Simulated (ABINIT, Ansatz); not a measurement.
# BaSrSn2O6 (P4/mmm): G0W0 with ABINIT, start to end

Aim: the G0W0 gap of BaSrSn2O6 (P4/mmm) on LDA, step by step.

Main program and level: ABINIT 10.8.3; LDA and many-body steps on it, plane waves.

## Step 1: The starting structure

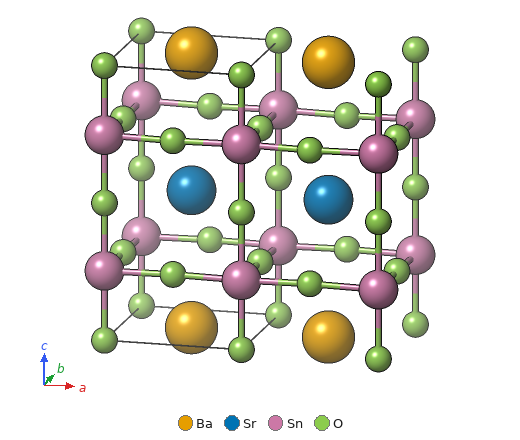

The cell as given, slightly off an axis (barium orange, strontium blue, tin pink, oxygen green). 2×1×1 cells are drawn. Some periodic images of atoms are drawn too.

The cell and positions are those that the Materials Project relaxed with its own functionals (PBE, PBE+U or r2SCAN), kept fixed. Spin-orbit coupling is left out unless a step names it.

## Step 2: Ground state

This step: ABINIT 10.8.3; DFT, LDA, plane waves, norm-conserving pseudopotentials.

The ground-state density comes first.

Input file run.abi:

```
acell 3*1.0 Angstrom
rprim 
  4.146422000000 0.000000000000 0.000000000000
  0.000000000000 4.146422000000 0.000000000000
  0.000000000000 0.000000000000 8.294893000000
ntypat 4
znucl 56 38 50 8
natom 10
typat 1 2 3 3 4 4 4 4 4 4
xred 
  0.500000000000 0.500000000000 0.000000000000
  0.500000000000 0.500000000000 0.500000000000
  0.000000000000 0.000000000000 0.747206000000
  0.000000000000 0.000000000000 0.252794000000
  0.000000000000 0.000000000000 0.000000000000
  0.000000000000 0.000000000000 0.500000000000
  0.000000000000 0.500000000000 0.256664000000
  0.000000000000 0.500000000000 0.743336000000
  0.500000000000 0.000000000000 0.743336000000
  0.500000000000 0.000000000000 0.256664000000
pp_dirpath "pseudos"
pseudos "Ba.upf, Sr.upf, Sn.upf, O.upf"
ecut 42
ngkpt 6 6 4
nshiftk 1
shiftk 0 0 0
kptopt 1
chksymbreak 0
nband 59
occopt 1
tolvrs 1e-10
nstep 60
prtwf 0
optforces 0
optstress 0
indata_prefix "in"
outdata_prefix "out"
tmpdata_prefix "tmp"
```

The run is started by

```sh
OMP_NUM_THREADS=1 mpirun -n 4 abinit run.abi > log
```

Numbers of over 12 decimals in the logs are rounded to 6 here.

What it wrote:

```text
.Version 10.8.3 of ABINIT. v10.8.2 released Aug 2026.

 Symmetries : space group P4/m m m (#123); Bravais tP (primitive tetrag.)
================================================================================
 Values of the parameters that define the memory need of the present run
     intxc =       0    ionmov =       0      iscf =       7    lmnmax =       6
     lnmax =       6     mgfft =      96  mpssoang =       3    mqgrid =    4573
     natom =      10  nloc_mem =       1    nspden =       1   nspinor =       1
    nsppol =       1      nsym =      16    n1xccc =    2501    ntypat =       4
    occopt =       1   xclevel =       1
-    mband =          59        mffmem =           1         mkmem =           8
       mpw =       12544          nfft =      221184          nkpt =          30
================================================================================
  Rough estimation (10% accuracy) of disk space for files :
================================================================================

--------------------------------------------------------------------------------
------------- Echo of variables that govern the present computation ------------
--------------------------------------------------------------------------------
 -outvars: echo values of preprocessed input variables --------
            acell      1.8897261259E+00  1.8897261259E+00  1.8897261259E+00 Bohr

      chksymbreak           0
             ecut      4.20000000E+01 Hartree
-          fftalg         312

              ixc       -1012
              kpt      0.00000000E+00  0.00000000E+00  0.00000000E+00
                       1.66666667E-01  0.00000000E+00  0.00000000E+00
                       3.33333333E-01  0.00000000E+00  0.00000000E+00
                       5.00000000E-01  0.00000000E+00  0.00000000E+00
                       1.66666667E-01  1.66666667E-01  0.00000000E+00
                       3.33333333E-01  1.66666667E-01  0.00000000E+00
                       5.00000000E-01  1.66666667E-01  0.00000000E+00
                       3.33333333E-01  3.33333333E-01  0.00000000E+00
                       5.00000000E-01  3.33333333E-01  0.00000000E+00
   [... 19 further rows ...]
                       5.00000000E-01  3.33333333E-01  5.00000000E-01
                       5.00000000E-01  5.00000000E-01  5.00000000E-01
         kptrlatt        6    0    0      0    6    0      0    0    4
          kptrlen      4.70136119E+01
P           mkmem           8
            natom          10
            nband          59
            ngfft          48      48      96
             nkpt          30
            nstep          60
             nsym          16
           ntypat           4
              occ      2.000000  2.000000  2.000000  2.000000  2.000000  2.000000
                       2.000000  2.000000  2.000000  2.000000  2.000000  2.000000
                       2.000000  2.000000  2.000000  2.000000  2.000000  2.000000
                       2.000000  2.000000  2.000000  2.000000  2.000000  2.000000
                       2.000000  2.000000  2.000000  2.000000  2.000000  2.000000
                       2.000000  2.000000  2.000000  2.000000  2.000000  2.000000
                       2.000000  2.000000  2.000000  2.000000  2.000000  2.000000
                       2.000000  2.000000  2.000000  2.000000  2.000000  2.000000
                       2.000000  2.000000  0.000000  0.000000  0.000000  0.000000
                       0.000000  0.000000  0.000000  0.000000  0.000000
        optforces           0
        optstress           0
            prtwf           0
            rprim      4.1464220000E+00  0.0000000000E+00  0.0000000000E+00
[...]
spgroup         123

           tolvrs      1.00000000E-10

             xred      5.0000000000E-01  5.0000000000E-01  0.0000000000E+00
[...]
znucl       56.00000   38.00000   50.00000    8.00000

================================================================================

 chkinp: Checking input parameters for consistency.

================================================================================
== DATASET  1 ==================================================================
-   mpi_nproc: 4, omp_nthreads: 1 (-1 if OMP is not activated)

--- !DatasetInfo
iteration_state: {dtset: 1, }
dimensions: {natom: 10, nkpt: 30, mband: 59, nsppol: 1, nspinor: 1, nspden: 1, mpw: 12544, }
cutoff_energies: {ecut:  42.0, pawecutdg:  -1.0, }
electrons: {nelect:   1.00000000E+02, charge:   0.00000000E+00, occopt:   1.00000000E+00, tsmear:   1.00000000E-02, }

 Real(R)+Recip(G) space primitive vectors, cartesian coordinates (Bohr,Bohr^-1):
 R(1)=  7.8356020  0.0000000  0.0000000  G(1)=  0.1276226  0.0000000  0.0000000
 R(2)=  0.0000000  7.8356020  0.0000000  G(2)=  0.0000000  0.1276226  0.0000000
 R(3)=  0.0000000  0.0000000 15.6750760  G(3)=  0.0000000  0.0000000  0.0637955
 Unit cell volume ucvol=  9.6239729E+02 bohr^3
 Angles (23,13,12)=  9.00000000E+01  9.00000000E+01  9.00000000E+01 degrees

 getcut: wavevector=  0.0000  0.0000  0.0000  ngfft=  48  48  96
         ecut(hartree)=     42.000   => boxcut(ratio)=   2.09929

--- Pseudopotential description ------------------------------------------------
- Ba Generated using ONCVPSP code by D. R. Hamann
[...]
pspatm: atomic psp has been read  and splines computed

   1.30665313E+04                                ecore*ucvol(ha*bohr**3)
--------------------------------------------------------------------------------

_setup2: Arith. and geom. avg. npw (full set) are   12512.660   12512.643

================================================================================

--- !BeginCycle
iteration_state: {dtset: 1, }
solver: {iscf: 7, nstep: 60, nline: 4, wfoptalg: 0, }
tolerances: {tolvrs: 1.00E-10, }

     iter   Etot(hartree)      deltaE(h)  residm     vres2
 ETOT  1  -603.35303058226    -6.034E+02 2.646E-01 1.939E+03
 ETOT  2  -604.31313357723    -9.601E-01 1.587E-02 2.011E+03
 ETOT  3  -604.90256135122    -5.894E-01 2.154E-02 1.263E+02
 ETOT  4  -604.92850838283    -2.595E-02 4.516E-03 1.096E+01
 ETOT  5  -604.92940042956    -8.920E-04 2.451E-03 5.577E+00
 ETOT  6  -604.92975139895    -3.510E-04 1.488E-03 1.823E+00
 ETOT  7  -604.93003567899    -2.843E-04 2.322E-03 1.859E-01
 ETOT  8  -604.93003812447    -2.445E-06 1.514E-03 5.426E-02
 ETOT  9  -604.93004040246    -2.278E-06 2.788E-03 1.052E-02
 ETOT 10  -604.93004226287    -1.860E-06 6.779E-04 3.681E-04
 ETOT 11  -604.93004228193    -1.906E-08 1.667E-03 2.208E-06
 ETOT 12  -604.93004228231    -3.793E-10 3.835E-04 1.247E-07
 ETOT 13  -604.93004228229     2.012E-11 7.514E-04 1.639E-09
 ETOT 14  -604.93004228226     2.808E-11 2.477E-04 3.600E-10
 ETOT 15  -604.93004228228    -1.774E-11 3.030E-04 1.804E-11

 At SCF step   15       vres2   =  1.80E-11 < tolvrs=  1.00E-10 =>converged.

--- !ResultsGS
iteration_state: {dtset: 1, }
comment   : Summary of ground state results
lattice_vectors:
- [  7.8356020,   0.0000000,   0.0000000, ]
- [  0.0000000,   7.8356020,   0.0000000, ]
- [  0.0000000,   0.0000000,  15.6750760, ]
lattice_lengths: [   7.83560,    7.83560,   15.67508, ]
lattice_angles: [ 90.000,  90.000,  90.000, ] # degrees, (23, 13, 12)
lattice_volume:   9.6239729E+02
convergence: {deltae: -1.774E-11, res2:  1.804E-11, residm:  3.030E-04, diffor:  0.000E+00, }
etotal    :  -6.04930042E+02
entropy   :   0.00000000E+00
fermie    :   2.27723854E-01
cartesian_stress_tensor: null
pressure_GPa: null
xred      :
- [  5.0000E-01,   5.0000E-01,   0.0000E+00, Ba]
- [  5.0000E-01,   5.0000E-01,   5.0000E-01, Sr]
- [  0.0000E+00,   0.0000E+00,   7.4721E-01, Sn]
- [  0.0000E+00,   0.0000E+00,   2.5279E-01, Sn]
- [  0.0000E+00,   0.0000E+00,   0.0000E+00,  O]
- [  0.0000E+00,   0.0000E+00,   5.0000E-01,  O]
- [  0.0000E+00,   5.0000E-01,   2.5666E-01,  O]
- [  0.0000E+00,   5.0000E-01,   7.4334E-01,  O]
- [  5.0000E-01,   0.0000E+00,   7.4334E-01,  O]
- [  5.0000E-01,   0.0000E+00,   2.5666E-01,  O]
cartesian_forces: null
force_length_stats: {min: null, max: null, mean: null, }

 Integrated electronic density in atomic spheres:
 ------------------------------------------------
 Atom  Sphere_radius  Integrated_density
[...]
================================================================================

 ----iterations are completed or convergence reached----

 Mean square residual over all n,k,spin=   13.101E-07; max=  30.303E-05
 reduced coordinates (array xred) for   10 atoms
[...]
0.000000000000      0.500000000000      0.256664000000
       0.000000000000      0.500000000000      0.743336000000
       0.500000000000      0.000000000000      0.743336000000
       0.500000000000      0.000000000000      0.256664000000
 rms dE/dt=  0.0000E+00; max dE/dt=  0.0000E+00; dE/dt below (all hartree)
    1       0.000000000000      0.000000000000      0.000000000000
    2       0.000000000000      0.000000000000      0.000000000000
    3       0.000000000000      0.000000000000      0.000000000000
    4       0.000000000000      0.000000000000      0.000000000000
    5       0.000000000000      0.000000000000      0.000000000000
    6       0.000000000000      0.000000000000      0.000000000000
    7       0.000000000000      0.000000000000      0.000000000000
    8       0.000000000000      0.000000000000      0.000000000000
    9       0.000000000000      0.000000000000      0.000000000000
   10       0.000000000000      0.000000000000      0.000000000000

 cartesian coordinates (angstrom) at end:
[...]
6      0.000000     0.000000     4.147447
    7      0.000000     2.073211     2.129000
    8      0.000000     2.073211     6.165893
    9      2.073211     0.000000     6.165893
   10      2.073211     0.000000     2.129000
 length scales=  1.889726125908  1.889726125908  1.889726125908 bohr
              =  1.000000000000  1.000000000000  1.000000000000 angstroms
 prteigrs : about to open file out_EIG
 Fermi (or HOMO) energy (hartree) =   0.22772   Average Vxc (hartree)=  -0.42661
 Eigenvalues (hartree) for nkpt=  30  k points:
 kpt#   1, nband= 59, wtk=  0.00694, kpt=  0.0000  0.0000  0.0000 (reduced coord)
  -4.45739   -4.45739   -2.83775   -2.83775   -2.83775   -2.83775   -2.83775   -2.83775
  -0.97780   -0.69578   -0.52862   -0.52857   -0.52846   -0.51888   -0.50232   -0.50232
  -0.50165   -0.50165   -0.50164   -0.50164   -0.41468   -0.39614   -0.36653   -0.31560
  -0.31560   -0.30883   -0.30593   -0.30562   -0.30505   -0.14735   -0.14735   -0.14566
   0.05401    0.05401    0.05426    0.05426    0.05440    0.05478    0.13914    0.16621
   0.18568    0.18568    0.18593    0.18593    0.19068    0.19219    0.19219    0.20280
   0.20321    0.20321    0.24635    0.39375    0.40494    0.40778    0.45128    0.47377
   0.47670    0.48675    0.48783
 prteigrs : prtvol=0 or 1, do not print more k-points.

--- !EnergyTerms
iteration_state     : {dtset: 1, }
comment             : Components of total free energy in Hartree
kinetic             :  2.37611846446922E+02
hartree             :  1.98936878055778E+02
xc                  : -9.36341520108003E+01
Ewald energy        : -3.47929183257177E+02
psp_core            :  1.35770658388983E+01
local_psp           : -5.91886283579709E+02
non_local_psp       : -2.16062137761888E+01
total_energy        : -6.04930042282277E+02
total_energy_eV     : -1.64609850323407E+04
band_energy         : -6.73829111191372E+01

== END DATASET(S) ==============================================================
================================================================================

 -outvars: echo values of variables after computation  --------
           etotal     -6.0493004228E+02
            nband          59
             nkpt          30
          spgroup         123
 [... the other variables as echoed above ...]

 Calculation completed.
```

It took 5.8 min on 4 MPI ranks of Arm Neoverse V2, shared host; peak memory 0.8 GiB; 23 min of CPU time.

This step gave:

* total energy: -16460.9850 eV
* gap: 0.5069 eV
* k of the valence top: 0.5, 0.5, 0
* k of the conduction bottom: 0, 0, 0
* least direct gap: 1.174 eV

The gap is indirect, with the least direct gap 0.67 eV higher.

(Continued in part 2 of 3.)

[Paths, hosts, dates, memory and timing lines, banners, echoed tables and standing remarks are left out of the program output.]

[Logs are printed without paths, hosts, clocks, repeated set-up lines and the standing remarks that a program may print on its own settings, such as how far it seeks lower states.]

[Runs of the session that timed out or met a known fault of the program may be left out.]

[Hosts, paths, dates, database ids (printed as entryN), source tags and the programs' standing remarks are cut or masked in the printed files.]

[G0W0 gaps are taken among the corrected bands and points alone; a level outside them can change the order at an edge.]

[Where Ansatz stands beside ABINIT at settings called matched, ABINIT's density can come from a denser mesh and the files from another edition; pairs whose starting gaps differed by over 0.03 eV were left out, so agreement reads better than it is.]
